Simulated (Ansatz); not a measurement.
The calculation's input:

```
crystal:
  periodic: [false, false, false]
  atoms:
    - {symbol: C, position_ang: [-1.212988, 0.095868, 2.836760]}
    - {symbol: As, position_ang: [1.533307, 1.976832, 1.967570]}
    - {symbol: Si, position_ang: [-0.818537, 1.517344, 1.708199]}
    - {symbol: Si, position_ang: [3.060926, 0.207126, 1.462132]}
    - {symbol: H, position_ang: [-0.648948, -0.810203, 2.570091]}
    - {symbol: H, position_ang: [-2.285919, -0.137432, 2.735468]}
    - {symbol: H, position_ang: [-1.024089, 0.346236, 3.891187]}
    - {symbol: H, position_ang: [-1.430383, 2.823884, 2.060612]}
    - {symbol: H, position_ang: [-0.883252, 1.224217, 0.252830]}
    - {symbol: H, position_ang: [1.815431, 2.451600, 3.365630]}
    - {symbol: H, position_ang: [1.912552, 3.174840, 1.143446]}
    - {symbol: H, position_ang: [2.767949, -0.103853, 0.040971]}
    - {symbol: H, position_ang: [2.661351, -0.866943, 2.405699]}
    - {symbol: H, position_ang: [4.409290, 0.773017, 1.709511]}
basis:
  gaussian: {orbitals: def2-SVPD}
total_charge: 1
hamiltonian: {xc: pbe0}
output: {forces: true, orbitals: {seedname: orbitals}}
```

Command:

```sh
ansatz run input.yaml --threads 2 --pin off --max-ram 4350MiB --events-out events.jsonl --progress --plain --runs-dir runs
```

Geometry: PBE0-D3(BJ)/def2-SVP.

Theory: isolated molecule in a Gaussian basis; Kohn-Sham density functional theory, functional PBE0 (Ansatz 0.2.0).

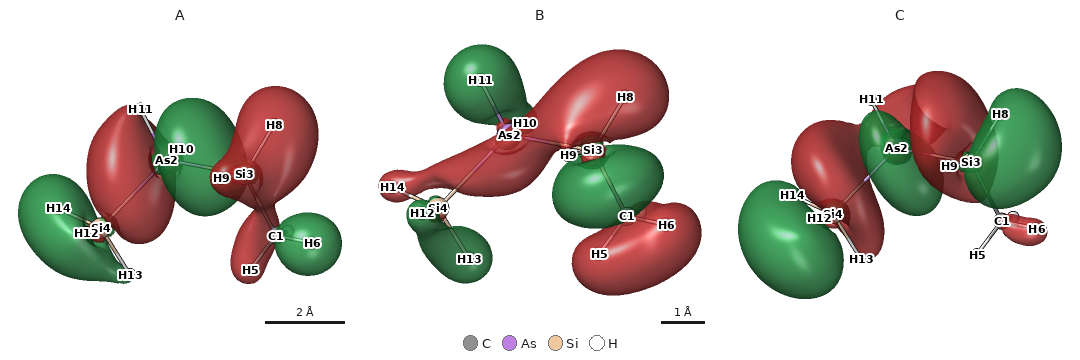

CH$_{10}$AsSi$_{2}$ (charge +1). Three frontier orbitals at ±0.06 Å⁻³ᐟ² (green and red are the two phases), in no order.

### Which picture is the HOMO−1, the HOMO and the LUMO?

B is the HOMO−1 (−13.92 eV). It lies mainly on C1 (about 35 %), Si3 (about 25 %), H8 (about 10 %) and As2 (about 10 %). A is the HOMO (−13.50 eV). It lies mainly on As2 (about 40 %), Si3 (about 20 %), Si4 (about 15 %), H8 (about 10 %) and H14 (about 5 %). C is the LUMO (−5.15 eV). By Hirshfeld shares it lies mainly on Si4 (about 30 %), Si3 (about 25 %) and As2 (about 25 %).

### What is the HOMO–LUMO gap?

8.35 eV between the orbital energies.
